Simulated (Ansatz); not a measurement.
# Run report: InH2OF, nudged elastic band

InH2OF, SMILES [OH][InH][F], computed with RKS r2SCAN-D4/def2-SVP (Ansatz 0.2.0).

It belongs to a series of runs on one base structure; here: band between the two ends.

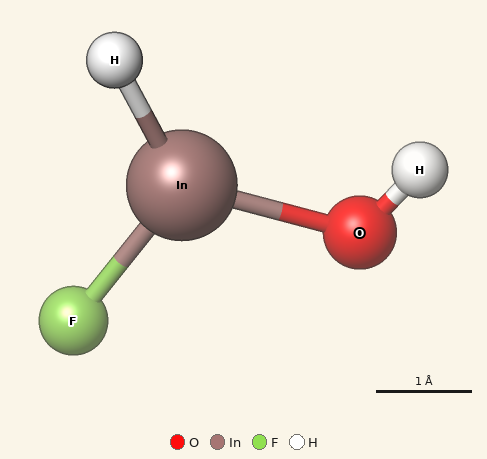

Fig. 1: The structure as given in the input (ball-and-stick view, seen at a tilt). Sticks mark near contacts.

Input file
```yaml
crystal:
  periodic: [false, false, false]
  atoms:
    - { symbol: O, position_ang: [-1.298983, -0.357668, -0.585055] }
    - { symbol: In, position_ang: [0.481417, 0.041759, 0.211204] }
    - { symbol: F, position_ang: [1.199389, -1.661013, 0.856599] }
    - { symbol: H, position_ang: [-1.724051, 0.439568, -0.931476] }
    - { symbol: H, position_ang: [1.392027, 1.463754, 0.407328] }
basis:
  gaussian: { orbitals: def2-SVP }
hamiltonian:
  xc: r2scan
  dispersion: d4
neb:
  order_check: false
  images: 7
  f_tol: 0.03
  max_iterations: 53
  initial_path: idpp
  final_atoms:
    - { symbol: O, position_ang: [-1.26938249, 0.34231621, -0.69280716] }
    - { symbol: In, position_ang: [0.51247828, 0.26172956, 0.18820755] }
    - { symbol: F, position_ang: [0.83342564, -1.618148, 0.6709102] }
    - { symbol: H, position_ang: [-1.65681478, -0.54527036, -0.72718926] }
    - { symbol: H, position_ang: [1.63009235, 1.4857726, 0.51947867] }
```

Command:
```bash
ansatz run input.yaml --threads 1 --pin off --max-ram 2048MiB --backend cpu --events-out ev --progress --plain --runs-dir out
```

Output
```
Engine: ansatz 0.2.0, x86_64-unknown-linux-gnu
Functional definition: r2SCAN
  parameter k0 = 0.174
  parameter k1 = 0.065
  parameter a1 = 4.9479
  exchange = r2scan_x(k0 = k0, k1 = k1, a1 = a1)
  correlation = r2scan_c
723 factors; their error is unknown
mean field evaluation 1: about -9958.1416 eV, gradient 6.8e1 eV
mean field evaluation 2: about -9860.3640 eV, gradient 1.9e2 eV
mean field evaluation 4: about -9965.5180 eV, gradient 2.6e1 eV
mean field evaluation 8: about -9966.7406 eV, gradient 8.0e-2 eV
mean field evaluation 16: about -9966.7278 eV, gradient 1.5e-5 eV
mean field -9966.72784101 eV, -366.2704924662 hartree, gradient 1.5e-5 eV, S^2 0.000000; 0 other end points of the search recorded, 0 dependent functions left out
the calculation of the forces begins
reference -9966.72785667 eV, -366.2704930418 hartree; 20, 20 occupied and 44, 44 virtual orbitals, 723 factors
723 factors; their error is unknown
mean field evaluation 32: about -9966.8092 eV, gradient 1.5e-5 eV
mean field -9966.80919884 eV, -366.2734823114 hartree, gradient 1.5e-5 eV, S^2 0.000000; 0 other end points of the search recorded, 0 dependent functions left out
[... from here on the field's lines of each further geometry are left out, up to the last ...]
NEB iter   1: max|band force component| = 1.687e0 eV/Å  barrier→ = 0.3934 eV  barrier← = 0.4747 eV  Δτ_max = 0.0689 Å  (234 SCF iters)
NEB iter   2: max|band force component| = 4.647e-1 eV/Å  barrier→ = 0.3406 eV  barrier← = 0.4219 eV  CI = image 4  Δτ_max = 0.1596 Å  (194 SCF iters)
NEB iter   3: max|band force component| = 5.443e-1 eV/Å  barrier→ = 0.3132 eV  barrier← = 0.3946 eV  CI = image 4  Δτ_max = 0.0841 Å  (205 SCF iters)
NEB iter   4: max|band force component| = 7.248e-1 eV/Å  barrier→ = 0.2547 eV  barrier← = 0.3360 eV  CI = image 4  Δτ_max = 0.0877 Å  (195 SCF iters)
NEB iter   5: max|band force component| = 5.164e-1 eV/Å  barrier→ = 0.1786 eV  barrier← = 0.2600 eV  CI = image 4  Δτ_max = 0.0855 Å  (196 SCF iters)
NEB iter   6: max|band force component| = 3.035e-1 eV/Å  barrier→ = 0.1280 eV  barrier← = 0.2094 eV  CI = image 4  Δτ_max = 0.0528 Å  (192 SCF iters)
NEB iter   7: max|band force component| = 2.317e-1 eV/Å  barrier→ = 0.1099 eV  barrier← = 0.1913 eV  CI = image 4  Δτ_max = 0.0485 Å  (192 SCF iters)
NEB iter   8: max|band force component| = 1.256e-1 eV/Å  barrier→ = 0.1089 eV  barrier← = 0.1902 eV  CI = image 4  Δτ_max = 0.0783 Å  (190 SCF iters)
NEB iter   9: max|band force component| = 6.935e-2 eV/Å  barrier→ = 0.1123 eV  barrier← = 0.1936 eV  CI = image 4  Δτ_max = 0.0137 Å  (192 SCF iters)
NEB iter  10: max|band force component| = 4.582e-2 eV/Å  barrier→ = 0.1122 eV  barrier← = 0.1936 eV  CI = image 4  Δτ_max = 0.0059 Å  (187 SCF iters)
the calculation of the forces begins
reference -9966.78163091 eV, -366.2724692086 hartree; 20, 20 occupied and 44, 44 virtual orbitals, 723 factors
723 factors; their error is unknown
mean field evaluation 736: about -9966.6283 eV, gradient 7.4e-2 eV
mean field -9966.61565114 eV, -366.2663695646 hartree, gradient 6.5e-6 eV, S^2 0.000000; 1 other end points of the search recorded, 0 dependent functions left out
the calculation of the forces begins
reference -9966.61566738 eV, -366.2663701614 hartree; 20, 20 occupied and 44, 44 virtual orbitals, 723 factors
NEB iter  11: max|band force component| = 8.157e-3 eV/Å  barrier→ = 0.1122 eV  barrier← = 0.1936 eV  CI = image 4  Δτ_max = 0.0000 Å  (351 SCF iters)
```

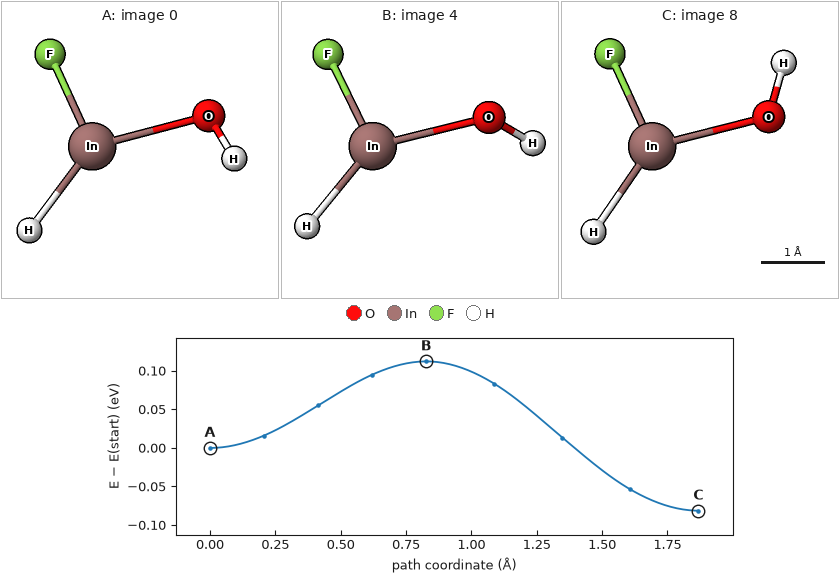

Fig. 2: Images of the last band (counted from 0; ball-and-stick, seen at a tilt) above the energy along the path; the line is a cubic interpolation that uses the forces. The highest image is number 4, 0.112 eV above the start and 0.194 eV above the end (the climbing image); the end lies 0.081 eV below the start. The path is 1.87 Å long. The band converged in 11 iterations.

```
Total energy: -9966.62952929 eV, -366.2668795772 hartree
Atom 0 at    -1.459440     0.073853    -0.190462 Å, force    -0.005277    -0.000225    -0.000757 eV/Å
Atom 1 at     0.489656     0.109492     0.224943 Å, force     0.004968    -0.002403    -0.001100 eV/Å
Atom 2 at     1.093283    -1.715316     0.632616 Å, force    -0.001217     0.002741    -0.000189 eV/Å
Atom 3 at    -1.670075     0.073618    -1.133905 Å, force     0.001737    -0.000034     0.001326 eV/Å
Atom 4 at     1.596374     1.384754     0.425409 Å, force    -0.000211    -0.000079     0.000719 eV/Å
Dipole moment:     0.105371     0.575434    -0.354430 e Å
this run last wrote the band of iteration 11 to [file]
```

The last band as extended XYZ (Å, eV, eV/Å)
```
5
Properties=species:S:1:pos:R:3:forces:R:3 image=0 energy=-9966.74171
O    -1.2990   -0.3577   -0.5851    0.0110   0.0067   0.0036
In    0.4814    0.0418    0.2112   -0.0023  -0.0130   0.0019
F     1.1994   -1.6610    0.8566   -0.0013  -0.0011  -0.0005
H    -1.7241    0.4396   -0.9315   -0.0119  -0.0018  -0.0052
H     1.3920    1.4638    0.4073    0.0045   0.0091   0.0002
5
Properties=species:S:1:pos:R:3:forces:R:3 image=1 energy=-9966.72565
O    -1.3547   -0.3199   -0.4474    0.0321  -0.0544  -0.0744
In    0.4781    0.0696    0.2205    0.0032  -0.0182  -0.0063
F     1.2073   -1.6599    0.7788    0.0054   0.0003   0.0396
H    -1.7112    0.3734   -1.0194   -0.0210   0.0714   0.0639
H     1.4303    1.4632    0.4261   -0.0196   0.0009  -0.0228
5
Properties=species:S:1:pos:R:3:forces:R:3 image=2 energy=-9966.68666
O    -1.4078   -0.2289   -0.3207    0.0322  -0.1145  -0.0726
In    0.4798    0.0888    0.2227    0.0019  -0.0188  -0.0062
F     1.1913   -1.6710    0.7109    0.0128   0.0022   0.0549
H    -1.6951    0.2900   -1.0836   -0.0256   0.1309   0.0573
H     1.4816    1.4474    0.4292   -0.0213   0.0002  -0.0336
5
Properties=species:S:1:pos:R:3:forces:R:3 image=3 energy=-9966.64668
O    -1.4456   -0.0886   -0.2279    0.0062  -0.0964  -0.0289
In    0.4851    0.1005    0.2222    0.0002  -0.0104  -0.0038
F     1.1480   -1.6920    0.6673    0.0127   0.0035   0.0387
H    -1.6801    0.1887   -1.1235   -0.0077   0.1047   0.0199
H     1.5425    1.4178    0.4205   -0.0114  -0.0014  -0.0259
5
Properties=species:S:1:pos:R:3:forces:R:3 image=4 energy=-9966.62951
O    -1.4594    0.0739   -0.1905   -0.0053  -0.0002  -0.0008
In    0.4897    0.1095    0.2249    0.0050  -0.0024  -0.0011
F     1.0933   -1.7153    0.6326   -0.0012   0.0027  -0.0002
H    -1.6701    0.0736   -1.1339    0.0017   0.0000   0.0013
H     1.5964    1.3848    0.4254   -0.0002  -0.0001   0.0007
5
Properties=species:S:1:pos:R:3:forces:R:3 image=5 energy=-9966.65852
O    -1.4353    0.2686   -0.2274    0.0185   0.1320  -0.0270
In    0.4991    0.1204    0.2297    0.0021   0.0181  -0.0021
F     1.0183   -1.7399    0.5999   -0.0247  -0.0058  -0.0496
H    -1.6770   -0.0772   -1.0966   -0.0056  -0.1461   0.0375
H     1.6447    1.3545    0.4530    0.0097   0.0019   0.0412
5
Properties=species:S:1:pos:R:3:forces:R:3 image=6 energy=-9966.72825
O    -1.3816    0.4143   -0.3334    0.0610   0.1345  -0.1058
In    0.5079    0.1368    0.2328    0.0027   0.0313  -0.0006
F     0.9394   -1.7542    0.5607   -0.0465  -0.0033  -0.0695
H    -1.6934   -0.2047   -1.0070   -0.0275  -0.1698   0.1153
H     1.6775    1.3341    0.5055    0.0103   0.0073   0.0606
5
Properties=species:S:1:pos:R:3:forces:R:3 image=7 energy=-9966.79548
O    -1.3180    0.4865   -0.4680    0.0458   0.0453  -0.0982
In    0.5188    0.1644    0.2270    0.0075   0.0261  -0.0075
F     0.8600   -1.7537    0.5003   -0.0450   0.0066  -0.0494
H    -1.7097   -0.2974   -0.8779   -0.0167  -0.0854   0.1084
H     1.6987    1.3265    0.5772    0.0083   0.0075   0.0467
5
Properties=species:S:1:pos:R:3:forces:R:3 image=8 energy=-9966.82308
O    -1.2949    0.2448   -0.6885    0.0018  -0.0006   0.0010
In    0.4968    0.2970    0.1746   -0.0010   0.0029  -0.0009
F     0.9347   -1.5453    0.7076   -0.0018  -0.0022  -0.0005
H    -1.6285   -0.6650   -0.6930    0.0001  -0.0013   0.0003
H     1.5418    1.5949    0.4580    0.0008   0.0013   0.0001
```

Key numbers

| quantity | value |
| --- | --- |
| outcome | converged |
| barrier, forward | 0.112 eV |
| barrier, backward | 0.194 eV |
| hardware | 1 thread of an x86-64 CPU, shared host |
| wall time | 3.7 min |
| peak memory | 0.14 GiB |

Notes

The order of the saddle point was not checked.
